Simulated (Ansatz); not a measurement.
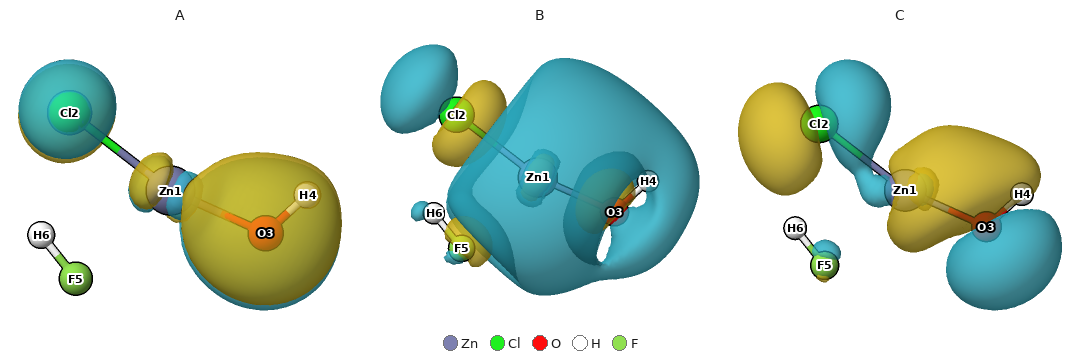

The picture shows: ClHOZn···HF. Three frontier orbitals at ±0.06 Å⁻³ᐟ² (yellow and cyan are the two phases), in no order.

Level of theory: Ansatz, RKS PBE0-D4/def2-SVP.

```xyz
6

Zn   -0.1302   -0.3087    0.0693
Cl    0.3083   -0.3333    2.1966
O    -0.0739   -0.3456   -1.7045
H     0.8126   -0.4777   -2.0547
F    -2.1658   -0.0039    0.8552
H    -1.7579   -0.0397    1.7108
```

Which picture is the HOMO−1, the HOMO and the LUMO?

Answer. C is the HOMO−1 (−8.56 eV). It lies mainly on O3 (about 65 %), Cl2 (about 15 %) and Zn1 (about 15 %); it is symmetric in the molecular plane (an in-plane orbital: σ, lone-pair or in-plane π type); largely a lone pair of O3. A is the HOMO (−7.89 eV). It lies mainly on O3 (about 80 %) and Zn1 (about 10 %); it changes sign across the molecular plane (π type). B is the LUMO (−0.84 eV). By Hirshfeld shares it lies mainly on Zn1 (about 55 %), Cl2 (about 15 %), O3 (about 15 %) and H4 (about 5 %).

What is the HOMO–LUMO gap?

Answer. 7.05 eV between the orbital energies.
